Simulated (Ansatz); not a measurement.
```xyz
11

C    -1.7080    0.5081    0.1656
W     0.2076    0.3171   -0.6720
C     1.4712   -0.8964    0.4849
O     0.0327   -0.4227   -2.1859
S     1.0804    2.2523   -0.8531
H    -1.6308    0.9802    1.1507
H    -2.3767    1.1115   -0.4530
H    -2.1457   -0.4922    0.2690
H     1.6006   -0.4490    1.4759
H     2.4583   -1.0223    0.0335
H     1.0105   -1.8867    0.5843
```

Geometry: PBE0-D4/def2-TZVP; core potentials replace the inner electrons of W.

All numbers below come from Ansatz, RKS PBE0-D4/def2-TZVPP.

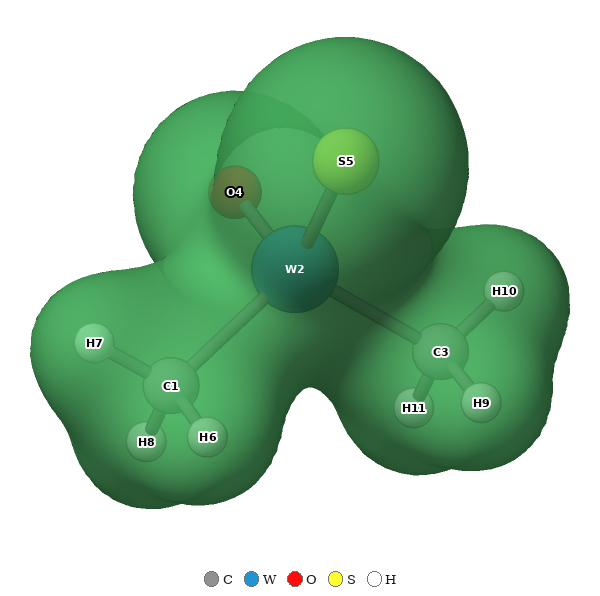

C2H6OSW (SMILES [CH3][W]([CH3])(=[O])=[S]). Isosurface of the electron density at 0.1 e/Å³ (green), seen at a tilt.

How is the density connected at this value?

At this value the surface is in one piece. It bridges the sampled W–O (1.69 Å), C–W (2.10 Å), W–S (2.13 Å) and C–H (1.09 Å) contacts, where the density stays above the isovalue. On the grid the lowest density along these lines, outside the cores, is 1.9 e/Å³ (W–O, 1.69 Å), 0.93 e/Å³ (C–W, 2.10 Å), 1.1 e/Å³ (W–S, 2.13 Å) and 1.8 e/Å³ (C–H, 1.09 Å).
